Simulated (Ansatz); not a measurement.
# Ga₄Sb₃P: what the fields show

```
P Sb Ga
1.0
     4.22644    0.00000    0.00000
    -2.11322    3.66021    0.00000
     0.00000    0.00000   41.34799
P Sb Ga
3 9 12
Direct
  0.66667 0.33333 0.33316
  0.33333 0.66667 0.66649
  0.00000 0.00000 0.99983
  0.66667 0.33333 0.08006
  0.33333 0.66667 0.41340
  0.00000 0.00000 0.74673
  0.33333 0.66667 0.16659
  0.00000 0.00000 0.49993
  0.66667 0.33333 0.83326
  0.00000 0.00000 0.25316
  0.66667 0.33333 0.58649
  0.33333 0.66667 0.91983
  0.66667 0.33333 0.01564
  0.33333 0.66667 0.34898
  0.00000 0.00000 0.68231
  0.33333 0.66667 0.10263
  0.00000 0.00000 0.43596
  0.66667 0.33333 0.76930
  0.00000 0.00000 0.18936
  0.66667 0.33333 0.52269
  0.33333 0.66667 0.85602
  0.66667 0.33333 0.27606
  0.33333 0.66667 0.60940
  0.00000 0.00000 0.94273
```

Space group R3m; started from the ordered alloy on zincblende lattice prototype, which need not be the ambient phase.

Theory: Ansatz 0.2.0, DFT, r2SCAN, plane waves, PAW.

The density is the valence pseudo-density of a PAW calculation; it isn't the true density close to the nuclei.

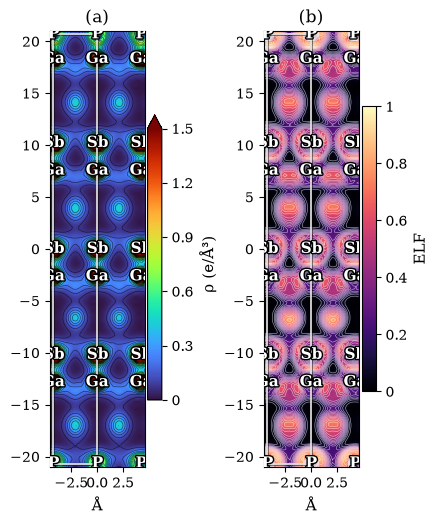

Figure 1. (a) valence charge density (pseudo); (b) electron localisation function on the (100) plane of the conventional cell.

Q: Describe what can be read from this map.

A:
- The section cuts through P, Sb and Ga sites.
- Ga–P (2.36 Å): the density is about 0.54 e/Å³ at the midpoint; the ELF peaks at about 0.90 in the valence shell of P, 0.8 Å from its nucleus, and is about 0.75 at the midpoint.
- Ga–Sb (2.64 Å): ρ is about 0.43 e/Å³ halfway; the ELF peaks at about 0.75 between the atoms.
- Ga–Sb (2.66 Å): the density is about 0.44 e/Å³ at the midpoint, with its minimum of 0.38 e/Å³ about 1.1 Å from Ga; the ELF peaks at about 0.75 between the atoms.
- Between the atoms the lowest density in this plane is 0.006 e/Å³.

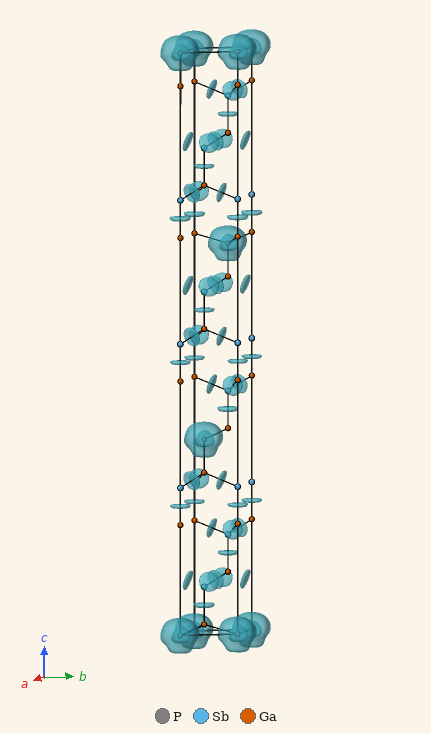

Figure 2. Isosurface of the ELF at 0.65 (cyan), seen at an oblique angle. Core shells and regions of very low density are left out. Sticks mark near contacts.

Q: Where are the electrons localised?

A: The ELF exceeds this value in 36 regions between bonded Ga–Sb atoms (shared pairs) and three regions on P in which the atom's valence shell and bonds are merged, counted in one cell of 24 atoms. Regions shared between cells count once. Profiles from the grid: Ga–Sb (2.61 Å): the ELF peaks at about 0.75 between the atoms.
